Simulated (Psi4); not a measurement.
# GaH3 (SMILES [GaH3]): wB97M-V/def2-TZVPPD

What is the vertical electron affinity of GaH3 at wB97M-V/def2-TZVPPD? 

Program for the calculation: Psi4 1.11.

## Step 1: The molecule

GaH3 has 4 atoms, charge 0, and is taken as a singlet. SMILES: `[GaH3]`. The shape is that of a PBE0-D4/def2-TZVP optimisation.

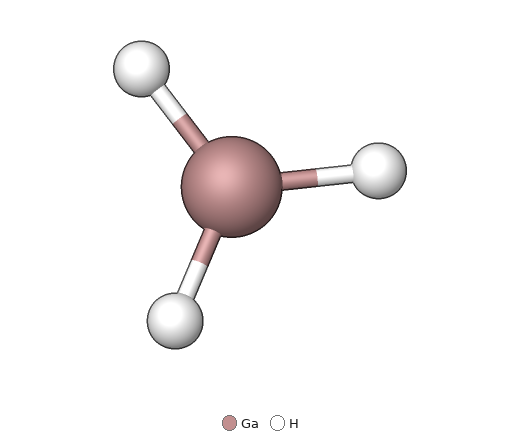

The structure, seen from a chosen angle (gallium pink, hydrogen white).

## Step 2: The energy at wB97M-V/def2-TZVPPD

gah3.in reads:

```
memory 2200 MB

molecule {
  0 1
  Ga
  H 1 1.568434
  H 1 1.568404 2 119.9994
  H 1 1.568358 3 120.00294 2 179.88964
  units angstrom
  symmetry c1
  no_reorient
  no_com
}

set globals {
  basis                def2-TZVPPD
  puream               true
  e_convergence        1e-09
  d_convergence        1e-08
  scf_type             pk
  dft_radial_points    99
  dft_spherical_points 590
}

e_tot, wfn = energy("wb97m-v", return_wfn=True)
print_variables()
```

Command:

```console
psi4 -n 1 gah3.in gah3.out
```

gah3.out:

```text
[...]
  Running in c1 symmetry.
[...]
  Nuclear repulsion =   31.962563877615406
[...]
  Multiplicity = 1
[...]
  Nalpha       = 17
  Nbeta        = 17
[...]
    Number of basis functions: 105
[...]
   @RKS iter   1: -1924.52348116015719   -1.65292e+00   3.12054e-02 ADIIS/DIIS
[...]
   @RKS iter  10: -1926.50205567459921   -7.82165e-11   8.27220e-09 DIIS
[...]
    Orbital Energies [Eh]
    ---------------------
    Doubly Occupied:
       1A   -373.137049     2A    -46.197961     3A    -40.839890
       4A    -40.835199     5A    -40.835199     6A     -5.674618
       7A     -3.930924     8A     -3.918265     9A     -3.918265
      10A     -0.956407    11A     -0.950698    12A     -0.950698
      13A     -0.944586    14A     -0.944585    15A     -0.563409
      16A     -0.397596    17A     -0.397587
[...]
  @RKS Final Energy: -1926.50205567459921
   => Energetics <=
    Nuclear Repulsion Energy =             31.9625638776154055
    One-Electron Energy =               -2748.9774287709578857
    Two-Electron Energy =                 850.6660170723961301
    DFT Exchange-Correlation Energy =     -60.2965001536249048
    Empirical Dispersion Energy =           0.0000000000000000
    VV10 Nonlocal Energy =                  0.1432922999717251
    Total Energy =                      -1926.5020556745992053
[...]
 Multipole Moments:
 ------------------------------------------------------------------------------------
     Multipole            Electronic (a.u.)      Nuclear  (a.u.)        Total (a.u.)
 ------------------------------------------------------------------------------------
 L = 1.  Multiply by 2.5417464519 to convert [e a0] to [Debye]
 Dipole X            :          0.0037902           -0.0025892            0.0012010
 Dipole Y            :         -0.0000402            0.0000171           -0.0000231
 Dipole Z            :         -0.0002052            0.0001236           -0.0000816
 Magnitude           :                                                    0.0012040
[...]
```

Run time: 32 s. Hardware: 1 thread of Intel Xeon 6975P-C (Granite Rapids), shared host; peak memory 1.1 GiB.

## Step 3: The doublet anion, same level

input.inp reads:

```
memory 2200 MB

molecule {
  -1 2
  Ga     0.013400    -0.014900    -0.004600
  H      1.252400     0.343800     0.887700
  H     -0.552100    -1.477800    -0.009700
  H     -0.658400     1.088700    -0.893700
  units angstrom
  symmetry c1
  no_reorient
  no_com
}

set basis def2-TZVPPD
set reference uks
set puream true
set e_convergence 1e-09
set d_convergence 1e-08
set scf_type pk
set dft_radial_points 99
set dft_spherical_points 590
set maxiter 100

e, wfn = energy('wb97m-v', return_wfn=True)
```

Command:

```console
psi4 input.inp input.out -n 1
```

input.out:

```text
[...]
  Running in c1 symmetry.
[...]
  Nuclear repulsion =   31.962558411197463
[...]
  Multiplicity = 2
[...]
  Nalpha       = 18
  Nbeta        = 17
[...]
    Number of basis functions: 105
[...]
   @UKS iter   1: -1924.11162512731198   -1.24107e+00   3.26635e-02 DIIS/ADIIS
[...]
   @UKS iter  12: -1926.49911650984313   -2.18279e-11   6.23339e-09 DIIS
[...]
   @S^2 Observed:                7.528451791E-01
[...]
    Orbital Energies [Eh]
    ---------------------
    Alpha Occupied:
       1A   -372.883570     2A    -45.945027     3A    -40.585972
       4A    -40.583160     5A    -40.583160     6A     -5.421363
       7A     -3.672417     8A     -3.667806     9A     -3.667806
      10A     -0.699205    11A     -0.696366    12A     -0.696365
      13A     -0.695547    14A     -0.695547    15A     -0.344105
      16A     -0.178893    17A     -0.178885    18A      0.007052
    Alpha Virtual:
      19A      0.177099    20A      0.232438    21A      0.232441
      22A      0.234653    23A      0.247135    24A      0.247138
      25A      0.292455    26A      0.292457    27A      0.337639
[...]
  @UKS Final Energy: -1926.49911650984313
   => Energetics <=
    Nuclear Repulsion Energy =             31.9625584111974632
    One-Electron Energy =               -2757.3851255276217671
    Two-Electron Energy =                 859.1267800857011707
    DFT Exchange-Correlation Energy =     -60.3486333169078151
    Empirical Dispersion Energy =           0.0000000000000000
    VV10 Nonlocal Energy =                  0.1453038377878667
    Total Energy =                      -1926.4991165098431338
[...]
 Multipole Moments:
 ------------------------------------------------------------------------------------
     Multipole            Electronic (a.u.)      Nuclear  (a.u.)        Total (a.u.)
 ------------------------------------------------------------------------------------
 L = 1.  Multiply by 2.5417464519 to convert [e a0] to [Debye]
 Dipole X            :         -0.8888644            0.8641718           -0.0246926
 Dipole Y            :          0.9863656           -0.9584691            0.0278966
 Dipole Z            :          0.3069001           -0.2991436            0.0077564
 Magnitude           :                                                    0.0380540
[...]
```

Wall time 46 s (1 thread of Intel Xeon 6975P-C (Granite Rapids), shared host); peak memory 1.1 GiB.

## Step 4: What came out

At wB97M-V/def2-TZVPPD:

| quantity | value |
| --- | --- |
| singlet GaH3: total energy | -1926.50206 Eh |
| singlet GaH3: dipole moment | 0.00 D |
| singlet GaH3: HOMO energy | -10.82 eV |
| singlet GaH3: LUMO energy | -0.11 eV |
| singlet GaH3: HOMO–LUMO gap | 10.71 eV |
| doublet anion: total energy | -1926.49912 Eh |
| doublet anion: HOMO energy (highest over α and β) | 0.19 eV |
| doublet anion: LUMO energy (lowest over α and β) | 4.74 eV |
| doublet anion: ⟨S²⟩ | 0.753 |
| vertical electron affinity (to the doublet anion) | -0.080 eV |

In words: The anion lies 0.08 eV (1.8 kcal/mol) above the neutral: the electron isn't bound at this level, and such a value depends on the basis. The HOMO (doublet anion) lies at positive energy, 0.19 eV; only total energies tell whether the electron is bound.
